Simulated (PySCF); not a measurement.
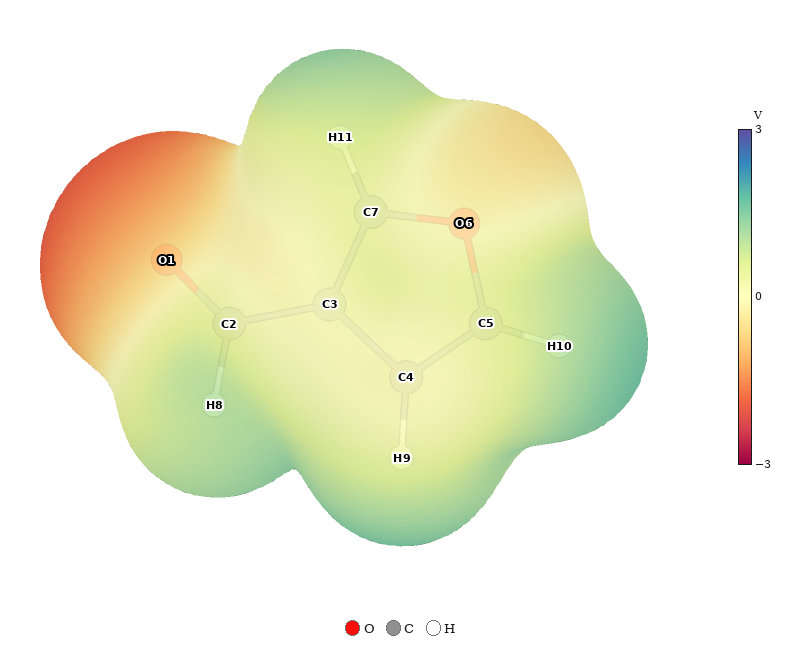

Figure 1: C5H4O2 (SMILES O=Cc1ccoc1). The electrostatic potential painted on the density surface at 0.002 e/bohr³, seen at a tilt; the colour scale runs from red (negative) to blue (positive).

Geometry: GFN2-xTB.

All numbers below come from CAM-B3LYP/def2-SVPD, SCF density, in a chloroform solvent model in PySCF.

The calculation's input:

```
{"job": {"xc": "CAM-B3LYP", "basis": "def2-SVPD", "nstates": 6, "ntriplets": 0, "solvent": "chloroform", "kind": "uv"}, "charge": 0, "multiplicity": 1}
O      2.641879     0.569175     0.726052
C      1.846545    -0.231053     0.303127
C      0.430847     0.020594     0.093002
C     -0.549448    -0.890352    -0.404401
C     -1.718458    -0.202619    -0.422405
O     -1.537741     1.056680     0.023129
C     -0.252238     1.191161     0.331550
H      2.154664    -1.260600     0.033444
H     -0.387775    -1.906059    -0.700454
H     -2.710961    -0.479916    -0.716888
H      0.088110     2.135661     0.707881
```

Command:

```sh
OMP_NUM_THREADS=1 python ens_run.py task.json out
```

### Which sites attract a positive test charge, and which a negative one?

A positive charge is drawn to the negative regions and a negative charge to the positive ones. The most negative region (about −2.0 V) lies over O1, the most positive (about +1.6 V) over H9 and H10. O1 is the likeliest acceptor of a hydrogen bond.

### What dipole moment does the calculation give?

Its dipole moment is 4.00 D.
